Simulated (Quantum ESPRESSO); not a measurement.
# Core-hole calculation of the Zn K edge in ZnCu (Pm-3m), part 3 of 4

What does one-electron theory with a core hole give for the Zn K edge of ZnCu (Pm-3m)?

Quantum ESPRESSO 7.5; X-ray absorption near-edge structure, plane-wave PAW PBE, one-electron final states by a Lanczos continued fraction.

So far. Step 7 (Spectrum with XCH, Zn atom 1): Main maxima below 30 eV (height): 7.4 eV (1.19), 11.4 eV (1.16), 14.4 eV (1.33) and 24.4 eV (1.05).  Step 7 (Spectrum with XCH, Zn atom 1): The total-energy difference is 9696.10 eV. One term is added: -30.96 eV, since the hole is spin-paired here and a spin-polarised one costs that much less in the free atom (computed apart). The photon energy is then 9665.14 eV. The tabulated edge of the element is 9659 eV.

### 8. Quadrupole spectrum with XCH, Zn atom 1

Pre-edge features of transition metals can come from s→d transitions, which the dipole operator misses, so the quadrupole term is computed on the same field.

Changed against the first core-hole run: operator from dipole to quadrupole.

Input file xspectra.in:

```
&input_xspectra
   calculation='xanes_quadrupole', edge='K'
   prefix='x', outdir='tmp', xiabs=1, xe0=12.8901
   xonly_plot=.false., x_save_file='xanes.sav'
   xniter=3000, xcheck_conv=20, xerror=0.005
   xcoordcrys=.false., xepsilon(1)=1, xepsilon(2)=0, xepsilon(3)=0
   xkvec(1)=0, xkvec(2)=1, xkvec(3)=0
/
&plot
   xnepoint=226, xemin=-8, xemax=22, terminator=.true., cut_occ_states=.true.
   xgamma=0.4
/
&pseudos
   filecore='../Zn.wfc'
/
&cut_occ
   cut_desmooth=0.1, cut_stepl=0.05, cut_stepu=0.05, cut_ierror=1e-5
/
4 4 4 0 0 0
```

Launch:

```console
$ OMP_NUM_THREADS=1 mpirun --oversubscribe --bind-to none -np 4 xspectra.x -nk 4 -in xspectra.in > xspectra.out
```

The log of the run:

```text
     [... banner and references ...]
Reading input_file

     calculation: xanes_qyadrupole

     xepsilon  [cartesian coordinates]:   1.000000   0.000000   0.000000

     xonly_plot: FALSE
        => complete calculation: Lanczos + spectrum plot

     filecore (core-wavefunction file): ../Zn.wfc

     main plot parameters:
        cut_occ_states: TRUE
        gamma_mode:  constant
        -> using xgamma [eV]:  0.40
        xemin [eV]:  -8.00
        xemax [eV]:  22.00
        xnepoint:  226
        xe0 [eV]:  12.890100 (energy zero read in input file)

[...]
Results of STEP 1 successfully written in x_save_file
     x_save_file name:
     ->  xanes.sav
     x_save_file version:  2

     ... End STEP 1 ...

     ... Begin STEP 2 ...

     The spectrum is calculated using the following parameters:
        xe0 [eV]:   12.8901
        the occupied states are elimintate from the spectrum
        xemin [eV]:  -8.00
        xemax [eV]:  22.00
        xnepoint:  226
        constant broadening parameter [eV]:    0.400
        Core level energy [eV]:  -9659.
         (from electron binding energy of neutral atoms in X-ray data booklet)

     Cross-section successfully written in xanes.dat

     ... End STEP 2 ...

                                END JOB XSpectra
```

The job ended after 2.1 min (4 MPI ranks of Intel Xeon Platinum 8259CL at 2.50GHz (Skylake/Cascade Lake), shared host; peak memory 0.25 GiB).

Dipole and quadrupole parts on one scale (eps x, k y):

```csv
E (eV),dipole,quadrupole × 20
-3.0,0.08,0.00
-2.0,0.10,0.00
-1.0,0.16,0.00
0.0,0.30,0.00
1.0,0.50,0.01
2.0,0.55,0.01
3.0,0.68,0.01
4.0,0.91,0.02
5.0,1.08,0.01
6.0,1.15,0.02
7.0,1.19,0.01
8.0,1.18,0.02
9.0,1.13,0.02
10.0,1.06,0.02
11.0,1.14,0.02
12.0,1.12,0.02
13.0,1.12,0.01
14.0,1.29,0.02
15.0,1.27,0.02
16.0,1.12,0.01
17.0,1.01,0.01
18.0,0.98,0.02
19.0,0.94,0.02
20.0,0.90,0.03
21.0,0.87,0.03
22.0,0.90,0.03
```

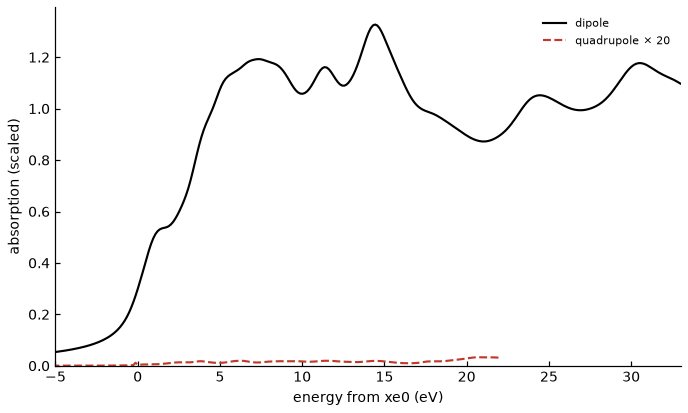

Dipole spectrum and the quadrupole part, magnified.

### 9. Spectrum with XCH, other settings, Zn atom 1

A test of how far the spectrum depends on this setting.

Changed against the first core-hole run: reconstruction radius r_paw to 5 bohr.

Input file xspectra.in:

```
&input_xspectra
   calculation='xanes_dipole', edge='K'
   prefix='x', outdir='tmp', xiabs=1, xe0=12.8901
   xonly_plot=.false., x_save_file='xanes.sav'
   xniter=3000, xcheck_conv=20, xerror=0.005
   xcoordcrys=.false., xepsilon(1)=1, xepsilon(2)=0, xepsilon(3)=0
/
&plot
   xnepoint=413, xemin=-10, xemax=45, terminator=.true., cut_occ_states=.true.
   xgamma=0.4
/
&pseudos
   filecore='../Zn.wfc', r_paw(1)=5
/
&cut_occ
   cut_desmooth=0.1, cut_stepl=0.05, cut_stepu=0.05, cut_ierror=1e-5
/
3 3 3 0 0 0
```

The log of the run:

```text
     [... banner and references ...]
Reading input_file

     calculation: xanes_dipole

     xepsilon  [cartesian coordinates]:   1.000000   0.000000   0.000000

     xonly_plot: FALSE
        => complete calculation: Lanczos + spectrum plot

     filecore (core-wavefunction file): ../Zn.wfc

     main plot parameters:
        cut_occ_states: TRUE
        gamma_mode:  constant
        -> using xgamma [eV]:  0.40
        xemin [eV]: -10.00
        xemax [eV]:  45.00
        xnepoint:  413
        xe0 [eV]:  12.890100 (energy zero read in input file)

[...]
Results of STEP 1 successfully written in x_save_file
     x_save_file name:
     ->  xanes.sav
     x_save_file version:  2

     ... End STEP 1 ...

     ... Begin STEP 2 ...

     The spectrum is calculated using the following parameters:
        xe0 [eV]:   12.8901
        the occupied states are elimintate from the spectrum
        xemin [eV]: -10.00
        xemax [eV]:  45.00
        xnepoint:  413
        constant broadening parameter [eV]:    0.400
        Core level energy [eV]:  -9659.
         (from electron binding energy of neutral atoms in X-ray data booklet)

     Cross-section successfully written in xanes.dat

     ... End STEP 2 ...

                                END JOB XSpectra
```

Elapsed: 70 s, on 4 MPI ranks; peak memory 0.25 GiB; 4.6 min of CPU time.

A radius that reaches the neighbours lies outside the range of the PAW reconstruction, so the change is an artefact.

This run also has another mesh (3×3×3 against 4×4×4), so part of the 104 % r.m.s. difference comes from the mesh. Another feature, at 3.5 eV (3.10), becomes the highest below 24 eV; the one at 14.4 eV is gone.

```
E (eV)  first run  this run
  -2.0       0.10      0.32
  -0.5       0.21      1.00
   1.0       0.50      1.94
   2.5       0.60      2.62
   4.0       0.91      2.87
   5.5       1.13      1.95
   7.0       1.19      1.47
   8.5       1.17      0.82
  10.0       1.06      0.39
  11.5       1.16      0.24
  13.0       1.12      0.16
  14.5       1.33      0.14
  16.0       1.12      0.15
  17.5       0.99      0.14
  19.0       0.94      0.15
  20.5       0.88      0.18
  22.0       0.90      0.21
  23.5       1.01      0.20
  25.0       1.04      0.18
  26.5       1.00      0.16
  28.0       1.01      0.13
  29.5       1.12      0.12
  31.0       1.17      0.11
```

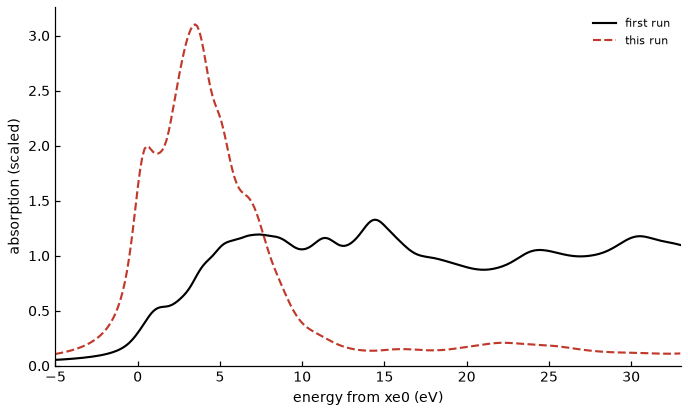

This run beside the first core-hole run.

### 10. Supercell with FCH, Zn atom 1

The holes are 5.9 Å apart. The excited electron is left out and a uniform background balances the charge.

Changed against the first core-hole run: core hole to FCH.

Input file scf.in:

```
&control
   calculation='scf', prefix='x', pseudo_dir='../pp', outdir='tmp', tprnfor=.true.
/
&system
   ibrav=0, nat=16, ntyp=3, nbnd=114
   ecutwfc=62, ecutrho=400
   occupations='smearing', smearing='mv', degauss=0.015
   tot_charge=1
/
&electrons
   conv_thr=1.6e-07, electron_maxstep=120
   mixing_beta=0.5
/
ATOMIC_SPECIES
Zn0 1.0 Zn.pbe-dn-kjpaw-1sch.UPF
Zn 1.0 Zn.pbe-dn-kjpaw.UPF
Cu 1.0 Cu.pbe-dn-kjpaw.UPF
CELL_PARAMETERS angstrom
  5.89000000 0.00000000 0.00000000
  0.00000000 5.89000000 0.00000000
  0.00000000 0.00000000 5.89000000
ATOMIC_POSITIONS crystal
Zn0  0.25000000 0.25000000 0.25000000
Zn   0.25000000 0.25000000 0.75000000
Zn   0.25000000 0.75000000 0.25000000
Zn   0.75000000 0.25000000 0.25000000
Zn   0.25000000 0.75000000 0.75000000
Zn   0.75000000 0.25000000 0.75000000
Zn   0.75000000 0.75000000 0.25000000
Zn   0.75000000 0.75000000 0.75000000
Cu   0.00000000 0.00000000 0.00000000
Cu   0.00000000 0.00000000 0.50000000
Cu   0.00000000 0.50000000 0.00000000
Cu   0.50000000 0.00000000 0.00000000
Cu   0.00000000 0.50000000 0.50000000
Cu   0.50000000 0.00000000 0.50000000
Cu   0.50000000 0.50000000 0.00000000
Cu   0.50000000 0.50000000 0.50000000
K_POINTS automatic
5 5 5 0 0 0
```

Launch:

```console
$ OMP_NUM_THREADS=1 mpirun --oversubscribe --bind-to none -np 4 pw.x -nk 4 -in scf.in > scf.out
```

The log of the run:

```text
     [... banner and references ...]
[banner, memory and clock lines left out]
using ibrav=0 with symmetry is DISCOURAGED, use correct ibrav instead

     G-vector sticks info

     bravais-lattice index     =            0
     lattice parameter (alat)  =      11.1305  a.u.
     unit-cell volume          =    1378.9308 (a.u.)^3
     number of atoms/cell      =           16
     number of atomic types    =            3
     number of electrons       =       184.00
     number of Kohn-Sham states=          114
     kinetic-energy cutoff     =      62.0000  Ry
     charge density cutoff     =     400.0000  Ry
     scf convergence threshold =      1.6E-07
     mixing beta               =       0.5000
     number of iterations used =            8  plain     mixing
     Exchange-correlation= SLA  PW   PBX  PBC
                           (   1   4   3   4   0   0   0)

     celldm(1)=  11.130487  celldm(2)=   0.000000  celldm(3)=   0.000000
     celldm(4)=   0.000000  celldm(5)=   0.000000  celldm(6)=   0.000000

     crystal axes: (cart. coord. in units of alat)
               a(1) = (   1.000000   0.000000   0.000000 )
               a(2) = (   0.000000   1.000000   0.000000 )
               a(3) = (   0.000000   0.000000   1.000000 )

     reciprocal axes: (cart. coord. in units 2 pi/alat)
               b(1) = (  1.000000  0.000000  0.000000 )
               b(2) = (  0.000000  1.000000  0.000000 )
               b(3) = (  0.000000  0.000000  1.000000 )

     PseudoPot. #1 for Zn:     Pseudo is Projector augmented-wave + core cor, Zval = 13.0

     PseudoPot. #2 for Zn:     Pseudo is Projector augmented-wave + core cor, Zval = 12.0

[...]
iteration #  9     ecut=    62.00 Ry     beta= 0.50
     Davidson diagonalization with overlap
     ethr =  5.39E-10,  avg # of iterations =  2.8

     End of self-consistent calculation

          k = 0.0000 0.0000 0.0000 ( 11363 PWs)   bands (ev):

    -2.5473  -2.5473  -2.5473  -2.5204  -2.5204   2.2142   4.6710   4.8962
     4.8962   4.8962   5.0317   5.0317   5.0730   5.0730   5.1389   5.2144
     5.2144   5.2144   5.2435   5.2435   5.2652   5.4517   5.4517   5.4517
[...]
14.7369  14.7369  14.7369  16.3926  16.9870  16.9870  16.9870  17.0952
    17.0952  17.0952  18.8283  18.8283  18.8283  18.8581  23.7826  23.8405
    23.8405  23.8406

     [... bands of 9 further k-points ...]

     the Fermi energy is    12.7635 ev

!    total energy              =   -3664.92027136 Ry
     total all-electron energy =    -54505.172156 Ry
     estimated scf accuracy    <       0.00000005 Ry
     smearing contrib. (-TS)   =      -0.00253812 Ry
     internal energy E=F+TS    =   -3664.91773325 Ry

     The total energy is F=E-TS. E is the sum of the following terms:
     one-electron contribution =    -670.12969804 Ry
     hartree contribution      =     605.50355603 Ry
     xc contribution           =    -736.44447504 Ry
     ewald contribution        =   -1400.82206520 Ry
     one-center paw contrib.   =   -1463.02505099 Ry

     convergence has been achieved in   9 iterations

     Forces acting on atoms (cartesian axes, Ry/au):

     atom    1 type  1   force =     0.00000000    0.00000000    0.00000000
     atom    2 type  2   force =     0.00000000    0.00000000    0.00000000
     atom    3 type  2   force =     0.00000000    0.00000000    0.00000000
[...]
atom   15 type  3   force =     0.00076334    0.00076334   -0.00076334
     atom   16 type  3   force =     0.00076334    0.00076334    0.00076334

     Total force =     0.003740     Total SCF correction =     0.000190

     XML data file, charge density, pseudopotentials, collected wavefunctions
```

Run time: 2.2 min. Hardware: 4 MPI ranks; peak memory 0.43 GiB.

Energy with the hole: -741580.646 eV, cores included.

### 11. Spectrum with FCH, Zn atom 1

Changed against the first core-hole run: core hole to FCH.

xspectra.in: that of step 9 with these lines changed.

```diff
@@ -2,3 +2,3 @@
    calculation='xanes_dipole', edge='K'
-   prefix='x', outdir='tmp', xiabs=1, xe0=12.8901
+   prefix='x', outdir='tmp', xiabs=1, xe0=12.7635
    xonly_plot=.false., x_save_file='xanes.sav'
@@ -12,3 +12,3 @@
 &pseudos
-   filecore='../Zn.wfc', r_paw(1)=5
+   filecore='../Zn.wfc'
 /
@@ -17,2 +17,2 @@
 /
-3 3 3 0 0 0
+4 4 4 0 0 0
```

Launch:

```console
$ OMP_NUM_THREADS=1 mpirun --oversubscribe --bind-to none -np 4 xspectra.x -nk 4 -in xspectra.in > xspectra.out
```

The log of the run:

```text
     [... banner and references ...]
Reading input_file

     calculation: xanes_dipole

     xepsilon  [cartesian coordinates]:   1.000000   0.000000   0.000000

     xonly_plot: FALSE
        => complete calculation: Lanczos + spectrum plot

     filecore (core-wavefunction file): ../Zn.wfc

     main plot parameters:
        cut_occ_states: TRUE
        gamma_mode:  constant
        -> using xgamma [eV]:  0.40
        xemin [eV]: -10.00
        xemax [eV]:  45.00
        xnepoint:  413
        xe0 [eV]:  12.763500 (energy zero read in input file)

[...]
Results of STEP 1 successfully written in x_save_file
     x_save_file name:
     ->  xanes.sav
     x_save_file version:  2

     ... End STEP 1 ...

     ... Begin STEP 2 ...

     The spectrum is calculated using the following parameters:
        xe0 [eV]:   12.7635
        the occupied states are elimintate from the spectrum
        xemin [eV]: -10.00
        xemax [eV]:  45.00
        xnepoint:  413
        constant broadening parameter [eV]:    0.400
        Core level energy [eV]:  -9659.
         (from electron binding energy of neutral atoms in X-ray data booklet)

     Cross-section successfully written in xanes.dat

     ... End STEP 2 ...

                                END JOB XSpectra
```

Run time: 3.8 min. Hardware: 4 MPI ranks; peak memory 0.25 GiB.

```csv
E (eV),first run,this run
-2.0,0.10,0.10
-1.0,0.16,0.16
0.0,0.30,0.29
1.0,0.50,0.49
2.0,0.55,0.55
3.0,0.68,0.65
4.0,0.91,0.89
5.0,1.08,1.05
6.0,1.15,1.14
7.0,1.19,1.19
8.0,1.18,1.19
9.0,1.13,1.15
10.0,1.06,1.06
11.0,1.14,1.12
12.0,1.12,1.14
13.0,1.12,1.11
14.0,1.29,1.26
15.0,1.27,1.30
16.0,1.12,1.15
17.0,1.01,1.03
18.0,0.98,0.99
19.0,0.94,0.95
20.0,0.90,0.91
21.0,0.87,0.88
22.0,0.90,0.89
23.0,0.97,0.95
24.0,1.04,1.04
25.0,1.04,1.05
26.0,1.01,1.02
27.0,0.99,1.00
28.0,1.01,1.01
29.0,1.08,1.07
30.0,1.16,1.15
31.0,1.17,1.18
32.0,1.13,1.14
```

Against the first run the r.m.s. difference is 2 %. The highest intensity below 24 eV goes from 14.4 eV (1.33) to 14.6 eV (1.33).

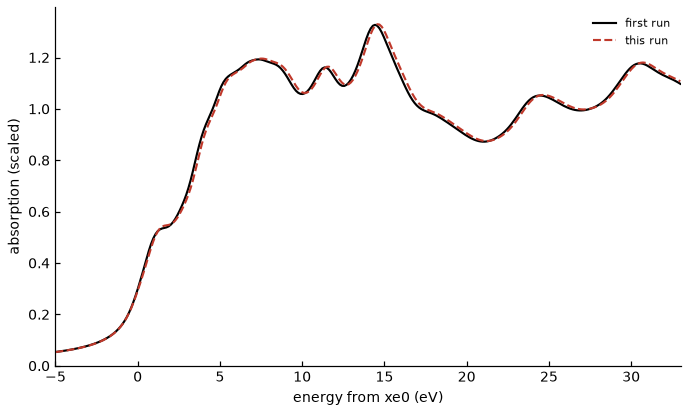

The effect of the change (core hole to FCH).

The photon energy of the zero moves by -0.07 eV.

### 12. The atom with a core hole

The transition-state run needs a data set with half a core electron removed.

Input file Zn.pbe-dn-kjpaw-1shch.ld1.in:

```
&input
   title='Zn', zed=30., rel=1, iswitch=3, dft='PBE',
   config='1s1.5 2s2 2p6 3s2 3p6 4s2 4p0.5 3d10'
/
&inputp
   file_pseudopw='Zn.pbe-dn-kjpaw-1shch.UPF', author='',
   lpaw=.true.,
   pseudotype=3,
   lloc=-1,
   rcloc=1.9,
   which_augfun='PSQ',
   rmatch_augfun_nc=.true.,
   nlcc=.true.,
   new_core_ps=.true.,
   rcore=1.0,
   tm=.true.,
   zval=12.5,
   lgipaw_reconstruction=.true., use_paw_as_gipaw=.true.
/
6
4S  1  0  2.00  0.00  1.08  2.20  0.0
4S  1  0  0.00  6.10  1.08  2.20  0.0
4P  2  1  0.50  0.00  1.08  2.20  0.0
4P  2  1  0.00  6.30  1.08  2.20  0.0
3D  3  2  10.00  0.00  1.08  1.70  0.0
3D  3  2  0.00  -0.80  1.08  1.70  0.0
```

Launch:

```console
$ ld1.x < Zn.pbe-dn-kjpaw-1shch.ld1.in > Zn.pbe-dn-kjpaw-1shch.ld1.out
```

The log of the run:

```text
     [... banner and references ...]
PAW data will be used for GIPAW calculation
     --------------------------- All-electron run ----------------------------

     Zn
     scalar relativistic calculation

     atomic number is 30.00
     dft =PBE   lsd =0 sic =0 latt =0  beta=0.20 tr2=1.0E-14
     Exchange-correlation= PBE
                           (   1   4   3   4   0   0   0)
     mesh =1201 r(mesh) =  99.36527 a.u. xmin = -7.00 dx = 0.01250
     1 Ry =  13.60569312 eV, c = 137.03599908

     n l     nl                  e(Ry)          e(Ha)          e(eV)
[...]
3 2     3D   1(10.00)       -1.07964       -1.07964        0.00000

     eps = 6.3E-16  iter =  4

     Etot =   -3238.862767 Ry,   -1619.431384 Ha,  -44066.972876 eV
     Etotps =  -247.494237 Ry,    -123.747118 Ha,   -3367.330637 eV

     Ekin =     247.876298 Ry,     123.938149 Ha,    3372.528837 eV
     Encl =    -495.441057 Ry,    -247.720529 Ha,   -6740.818987 eV
     Ehrt =     134.035984 Ry,      67.017992 Ha,    1823.652470 eV
     Ecxc =    -133.965461 Ry,     -66.982731 Ha,   -1822.692957 eV
     (Ecc =     -20.120795 Ry,     -10.060397 Ha,    -273.757360 eV)

     ---------------------- End of pseudopotential test ----------------------
```

Elapsed: 1.1 s, on 1 MPI rank; peak memory 0.13 GiB.

### 13. Supercell with HCH, Zn atom 1

The holes are 5.9 Å apart. Half a hole is Slater's transition state, a compromise that weakens the attraction.

Changed against the first core-hole run: core hole from full to half.

scf.in: that of step 10 with these lines changed.

```diff
@@ -7,3 +7,3 @@
    occupations='smearing', smearing='mv', degauss=0.015
-   tot_charge=1
+   tot_charge=0.5
 /
@@ -14,3 +14,3 @@
 ATOMIC_SPECIES
-Zn0 1.0 Zn.pbe-dn-kjpaw-1sch.UPF
+Zn0 1.0 Zn.pbe-dn-kjpaw-1shch.UPF
 Zn 1.0 Zn.pbe-dn-kjpaw.UPF
```

Launch:

```console
$ OMP_NUM_THREADS=1 mpirun --oversubscribe --bind-to none -np 4 pw.x -nk 4 -in scf.in > scf.out
```

The log of the run:

```text
     [... banner and references ...]
[banner, memory and clock lines left out]
using ibrav=0 with symmetry is DISCOURAGED, use correct ibrav instead

     G-vector sticks info

     bravais-lattice index     =            0
     lattice parameter (alat)  =      11.1305  a.u.
     unit-cell volume          =    1378.9308 (a.u.)^3
     number of atoms/cell      =           16
     number of atomic types    =            3
     number of electrons       =       184.00
     number of Kohn-Sham states=          114
     kinetic-energy cutoff     =      62.0000  Ry
     charge density cutoff     =     400.0000  Ry
     scf convergence threshold =      1.6E-07
     mixing beta               =       0.5000
     number of iterations used =            8  plain     mixing
     Exchange-correlation= SLA  PW   PBX  PBC
                           (   1   4   3   4   0   0   0)

     celldm(1)=  11.130487  celldm(2)=   0.000000  celldm(3)=   0.000000
     celldm(4)=   0.000000  celldm(5)=   0.000000  celldm(6)=   0.000000

     crystal axes: (cart. coord. in units of alat)
               a(1) = (   1.000000   0.000000   0.000000 )
               a(2) = (   0.000000   1.000000   0.000000 )
               a(3) = (   0.000000   0.000000   1.000000 )

     reciprocal axes: (cart. coord. in units 2 pi/alat)
               b(1) = (  1.000000  0.000000  0.000000 )
               b(2) = (  0.000000  1.000000  0.000000 )
               b(3) = (  0.000000  0.000000  1.000000 )

     PseudoPot. #1 for Zn:     Pseudo is Projector augmented-wave + core cor, Zval = 12.5

     PseudoPot. #2 for Zn:     Pseudo is Projector augmented-wave + core cor, Zval = 12.0

[...]
iteration # 10     ecut=    62.00 Ry     beta= 0.50
     Davidson diagonalization with overlap
     ethr =  1.19E-10,  avg # of iterations =  2.2

     End of self-consistent calculation

          k = 0.0000 0.0000 0.0000 ( 11363 PWs)   bands (ev):

     1.7268   1.7268   1.7268   1.7503   1.7503   2.2700   4.7730   4.8133
     4.8133   4.8133   4.9324   4.9324   4.9904   4.9904   5.0458   5.1330
     5.1330   5.1330   5.1403   5.1403   5.1774   5.3759   5.3759   5.3759
[...]
14.7292  14.7292  14.7292  16.4243  16.9660  16.9660  16.9660  17.1421
    17.1421  17.1421  18.7962  18.8442  18.8442  18.8442  23.8394  24.1250
    24.1252  24.1253

     [... bands of 9 further k-points ...]

     the Fermi energy is    12.7652 ev

!    total energy              =   -3659.05476929 Ry
     total all-electron energy =    -54864.240573 Ry
     estimated scf accuracy    <       0.00000002 Ry
     smearing contrib. (-TS)   =      -0.00275142 Ry
     internal energy E=F+TS    =   -3659.05201787 Ry

     The total energy is F=E-TS. E is the sum of the following terms:
     one-electron contribution =    -657.78549564 Ry
     hartree contribution      =     599.79140911 Ry
     xc contribution           =    -735.72040751 Ry
     ewald contribution        =   -1392.92791781 Ry
     one-center paw contrib.   =   -1472.40960603 Ry

     convergence has been achieved in  10 iterations

     Forces acting on atoms (cartesian axes, Ry/au):

     atom    1 type  1   force =     0.00000000    0.00000000    0.00000000
     atom    2 type  2   force =     0.00000000    0.00000000    0.00000000
     atom    3 type  2   force =     0.00000000    0.00000000    0.00000000
[...]
atom   15 type  3   force =     0.00067731    0.00067731   -0.00067731
     atom   16 type  3   force =     0.00067731    0.00067731    0.00067731

     Total force =     0.003318     Total SCF correction =     0.000120

     XML data file, charge density, pseudopotentials, collected wavefunctions
```

Run time: 2.3 min. Hardware: 4 MPI ranks; peak memory 0.43 GiB; 9.1 min of CPU time.

Energy with the hole: -746466.021 eV, cores included.

(Part 3 of 4 ends here.)

[Banner, clock and machine lines of the logs are left out without a mark of their own.]

[Logs are printed without paths, hosts, clocks, repeated set-up lines and the standing remarks that a program may print on its own settings, such as how far it seeks lower states.]

[Hosts, paths, dates, database ids (printed as entryN), source tags and the programs' standing remarks are cut or masked in the printed files.]

[Lists of maxima count a maximum above −3 eV only where it reaches 4 % of the highest in the window and stands out from its surroundings by 2 % of it (1.5 % where it reaches 55 %); shoulders and weaker maxima are passed over, and of the rest the first, up to two pre-edge ones and the few strongest are named.]
